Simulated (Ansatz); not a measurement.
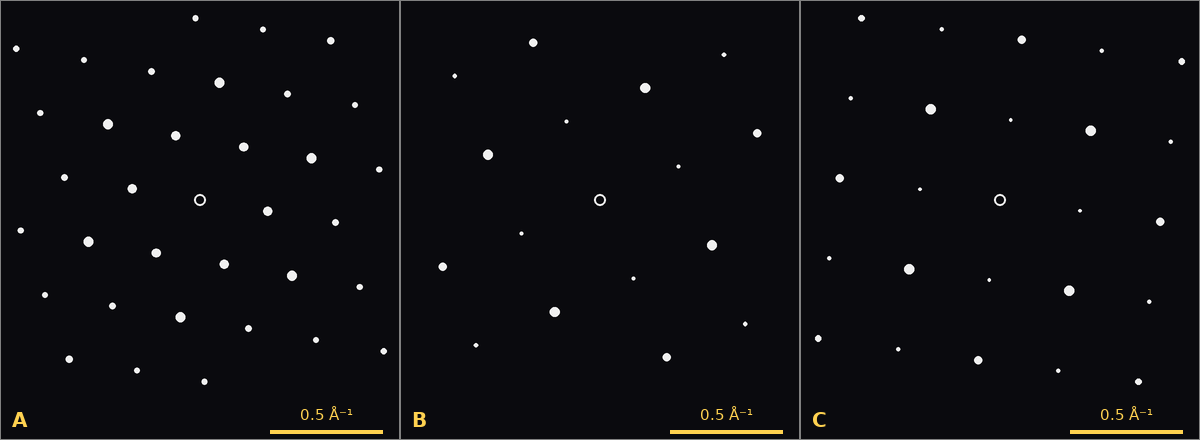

Kinematic electron diffraction patterns (200 kV, B = 0.5 Å², same scale, each along a low-index zone) of three structures of composition CuP, each relaxed at zero pressure with Ansatz 0.2.0, DFT PBE, scalar-relativistic, plane waves, PAW. The runs are not spin-polarised.

The structures (standard cells):
1. P-6m2 (No. 187), a = 3.734 Å, c = 2.482 Å (hexagonal axes), 2 atoms; generated start, possibly hypothetical
2. P4/mmm (No. 123), a = 2.751 Å, c = 3.567 Å, 2 atoms; generated start, possibly hypothetical
3. F-43m (No. 216), a = 5.202 Å, 8 atoms; generated start, possibly hypothetical

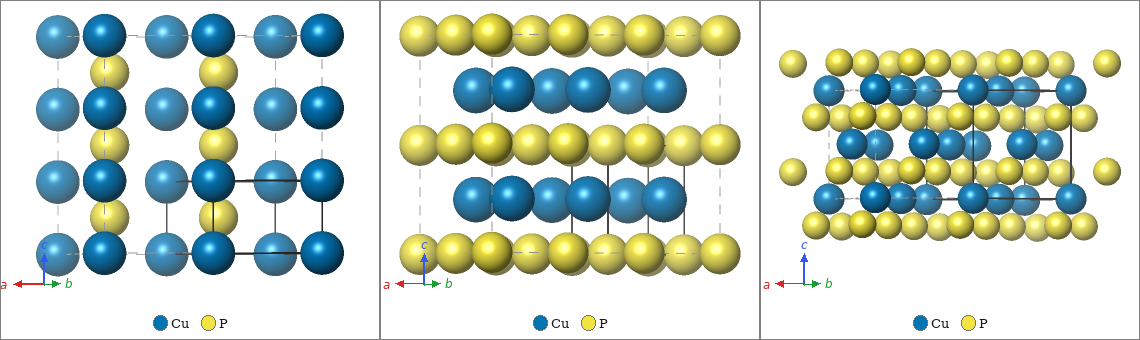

Drawings of the structures 1 to 3, from left to right (each may span several cells).

Which pattern belongs to which structure, and along which zone?

A is structure 1 along [001]: hexagonal net of 1 -1 0 at d = 3.23 Å and 1 0 0 at d = 3.23 Å, 60.0° apart. B is structure 3 along [001] or an equivalent direction: square net of 2 0 0 (weak) at d = 2.60 Å and 0 2 0 (weak) at d = 2.60 Å, 90.0° apart. C is structure 2 along [001]: square net of 1 0 0 (weak) at d = 2.75 Å and 0 1 0 (weak) at d = 2.75 Å, 90.0° apart.

Rank the structures by their computed energy.

Structure 1 (P-6m2, 14.99 Å³ an atom) is the lowest of these; structure 3 (F-43m, 17.60 Å³ an atom) lies about 180 meV an atom higher; structure 2 (P4/mmm, 13.49 Å³ an atom) lies about 240 meV an atom higher. These are static energies at 0 K; other structures, not shown, may lie lower still.
